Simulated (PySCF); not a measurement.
Reaction (SMILES): N#P (N-P) + 3 [H][H] (H2) → N (NH3) + P (PH3)
B3LYP-D3(BJ)/def2-TZVP geometries, fixed; electronic energies without zero-point terms.

Basis-set convergence of the energy of full hydrogenation at PBE with PySCF. All functions are spherical. Density fitting with generated auxiliary sets. In sets without p functions on hydrogen, species with hydrogen take exact integrals. No added dispersion term, no relativity. Functions are those of the species that has most. Reference: the value in aug-pcseg-3, -71.13 kcal/mol, itself unsure by roughly 0.10 kcal/mol (its mean distance from aug-cc-pV(Q+d)Z, def2-QZVPPD, pcseg-3). Deviations are taken from unrounded values. Cost is core time over that of cc-pV(T+d)Z, rough, on shared machines of one kind; a dash marks a row that isn't timed (too short, read off another run, short of memory, by another algorithm or on other hardware).

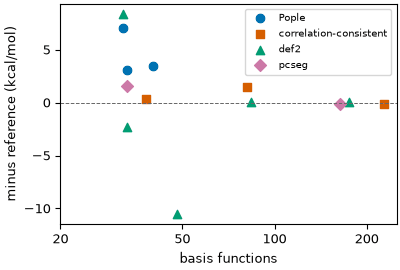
*Deviation from the reference against the number of basis functions, by family of sets.*

```csv
basis,functions,energy of full hydrogenation (kcal/mol),minus reference (kcal/mol),cost
6-31G*,32,-64.13,7.00,-
def2-SV(P),32,-62.72,8.41,-
6-31G**,33,-68.03,3.10,-
def2-SVP,33,-73.40,-2.27,-
pcseg-1,33,-69.59,1.54,0.4×
cc-pV(D+d)Z,38,-70.84,0.29,0.4×
6-31+G*,40,-67.66,3.47,-
def2-SVPD,48,-81.66,-10.53,0.5×
cc-pV(T+d)Z,81,-69.67,1.46,1×
def2-TZVPP,84,-71.04,0.09,1×
pcseg-3,163,-71.28,-0.15,3×
def2-QZVPPD,175,-71.12,0.02,3×
aug-cc-pV(Q+d)Z,227,-71.26,-0.13,5×
```
